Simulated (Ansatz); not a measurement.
# CH$_{2}$FGaO: what the fields show

Input

```
crystal:
  periodic: [false, false, false]
  atoms:
    - {symbol: O, position_ang: [1.823955, 0.413302, -0.824141]}
    - {symbol: C, position_ang: [0.714709, -0.048213, -0.856694]}
    - {symbol: Ga, position_ang: [-0.500553, 0.078856, 0.764180]}
    - {symbol: F, position_ang: [-2.072300, -0.667166, 0.484947]}
    - {symbol: H, position_ang: [0.348363, -0.550217, -1.782358]}
    - {symbol: H, position_ang: [-0.272173, 0.709439, 2.167866]}
basis:
  gaussian: {orbitals: def2-TZVPP}
hamiltonian: {xc: pbe0, dispersion: d4}
output: {orbitals: {seedname: orbitals}}
```

Command:

```sh
ansatz run in.yaml --threads 2 --pin off --events-out ev --progress --plain --max-ram 4352MiB
```

Geometry: PBE0-D4/def2-TZVP.

The calculation used RKS PBE0-D4/def2-TZVPP (Ansatz 0.2.0).

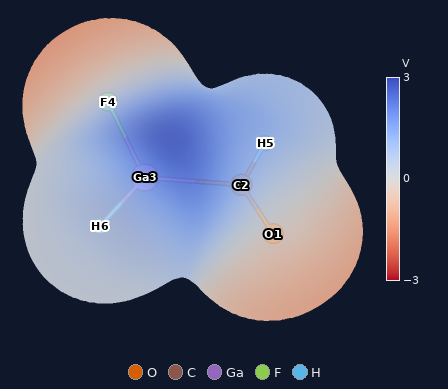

Figure 1. The electrostatic potential painted on the density surface at 0.001 e/bohr³, seen at a tilt; the colour scale runs from red (negative) to blue (positive).

**Where is the surface potential most negative and most positive?**

The most negative region (about −1.3 V) lies over F4, the most positive (about +2.7 V) over Ga3.

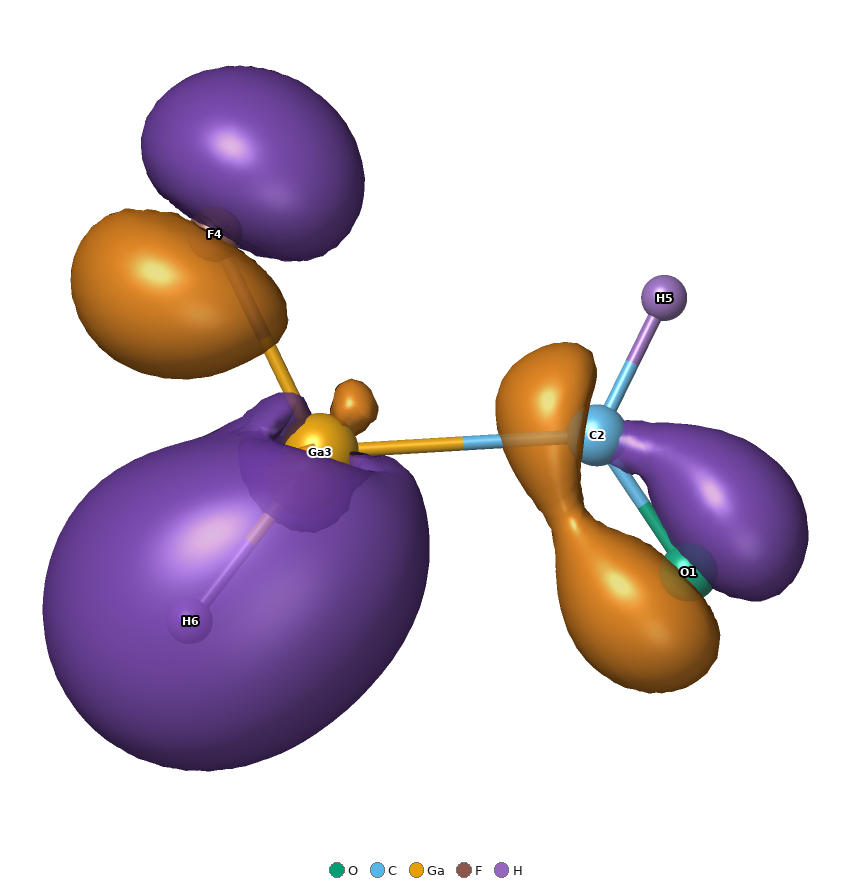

Figure 2. The HOMO−1 at ±0.1 Å⁻³ᐟ² (orange and purple are the two phases), seen across its widest extent.

**What is the character of this orbital?**

Its weight (Hirshfeld) is mainly on F4 (about 35 %), H6 (about 25 %), Ga3 (about 25 %) and O1 (about 10 %); it is symmetric in the molecular plane (an in-plane orbital: σ, lone-pair or in-plane π type). Its energy is −10.14 eV.

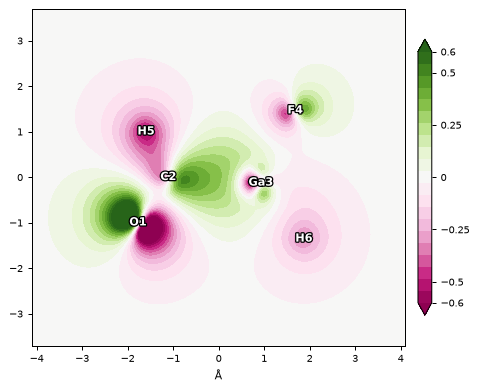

Figure 3. The HOMO on the molecular plane (values in Å⁻³ᐟ²; the overall sign is arbitrary).

**Describe this orbital and give its energy.**

Its weight (Hirshfeld) is mainly on O1 (about 45 %), C2 (about 20 %), Ga3 (about 15 %) and H5 (about 10 %); it is symmetric in the molecular plane (an in-plane orbital: σ, lone-pair or in-plane π type). Its energy is −7.15 eV.
